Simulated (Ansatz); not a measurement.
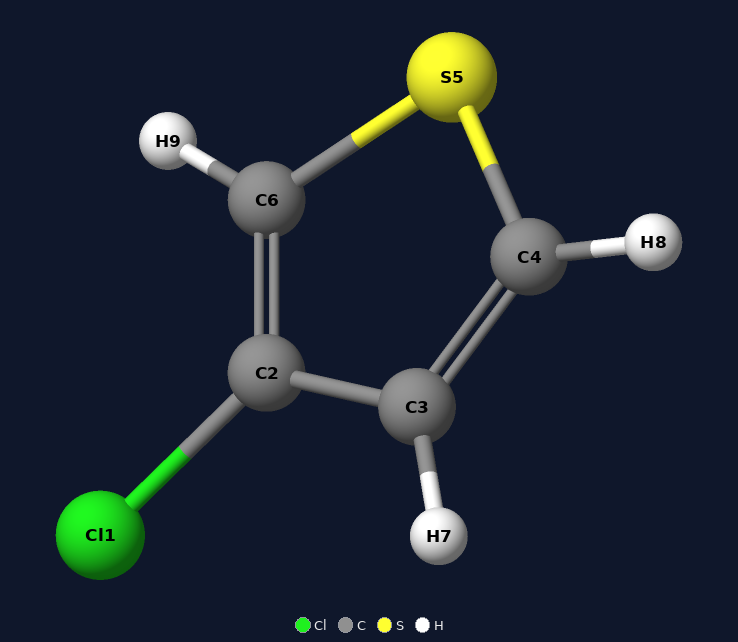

Harmonic vibrations computed with RKS PBE0-D4/def2-TZVP (Ansatz 0.2.0) at a stationary point of the same level.

Q: Minimum or transition state?

A: A minimum: no imaginary frequency, and the lowest mode lies at 215 cm⁻¹.

Q: List the wavenumbers.

A: 21 modes: 215, 287, 436, 473, 618, 648, 688, 794, 849, 891, 898, 914, 1096, 1127, 1228, 1409, 1456, 1566, 3244, 3271, 3280 cm⁻¹.
